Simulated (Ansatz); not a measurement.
Bands of a (10,0) ZnO nanotube, along its axis.

These are PBE (plane waves to 420 eV, PAW; Ansatz, a program for electronic structure) values and carry that method's errors. Mesh 1×1×6. No spin polarisation. One-dimensional cell, images about 11 Å apart. A hypothetical model, rolled from the flat sheet. It keeps the symmetry and period of its start, so it need not be a minimum against all distortions.

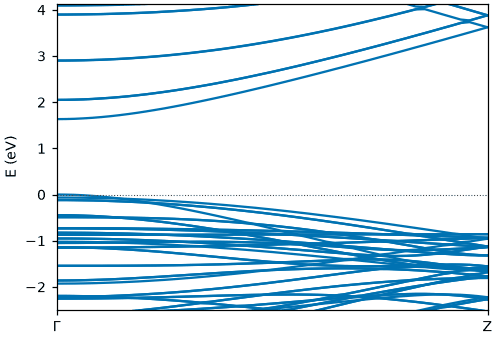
Figure. Bands from the zone centre to the zone edge (period 5.65 Å); the dotted line marks the highest filled level

Question: Is it a metal or a semiconductor at this level? Give what the bands show.

Answer: A semiconductor in PBE.
| Property | Result |
|---|---|
| PBE gap | 1.63 eV, direct at Γ |
